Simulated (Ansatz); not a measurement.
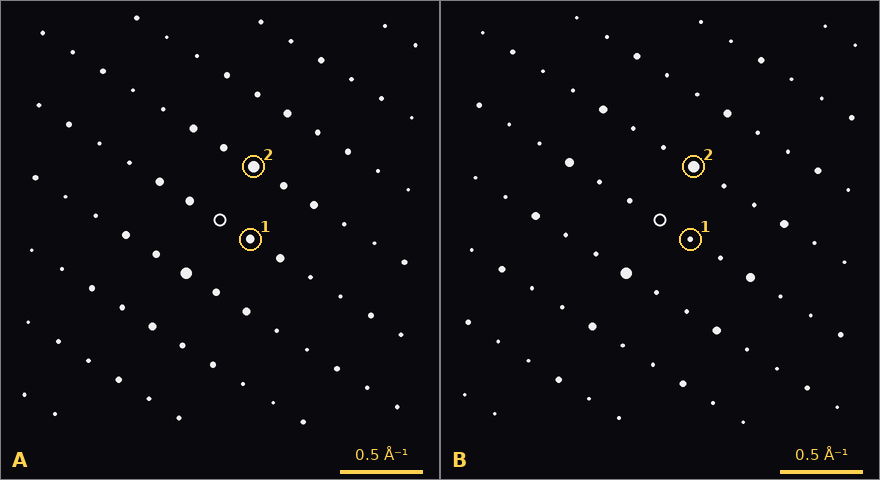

Kinematic electron diffraction patterns (120 kV, B = 0.5 Å², same scale) along [110] of the run's own cell, for the start and the end of one relaxation of KRu2 with DFT, PAW plane waves, r2scan in Ansatz 0.2.0. k mesh 9×9×9. The start is a generated model structure, and the relaxation ends in the nearest stationary point of its symmetry, not necessarily the ground state. Spot 1 is 0 0 -1 and spot 2 is -1 1 0 in both.

Start structure:

```
K Ru
1.0
     0.00000    3.65563    0.00000
     3.65563    0.00000    0.00000
     1.82782    1.82782   -4.56406
K Ru
1 2
Direct
  0.00000 0.00000 0.00000
  0.33300 0.33300 0.33400
  0.66700 0.66700 0.66600
```

**Which pattern belongs to the start structure, and which to the relaxed one?**

B is the start: its cell gives d(1) = 4.564 Å, d(2) = 2.585 Å and an angle of 90.0°. The spot positions hardly differ, so the intensities decide: those computed from the start structure match B, and A is the relaxed structure.

**Name reflections whose intensity changes strongly on relaxation.**

0 0 3 goes from 35 to 1.2 % of the strongest spot; 1 -1 -3 goes from 24 to 0.78 % of the strongest spot; 0 0 2 goes from 2 to 33 % of the strongest spot.

**Summarise the relaxation behind the change.**

The cell was held fixed; with the mean shift removed, the atoms moved by up to 0.39 Å relative to the cell (Ru most); the space group stayed I4/mmm (No. 139); the free energy fell by 390 meV an atom.
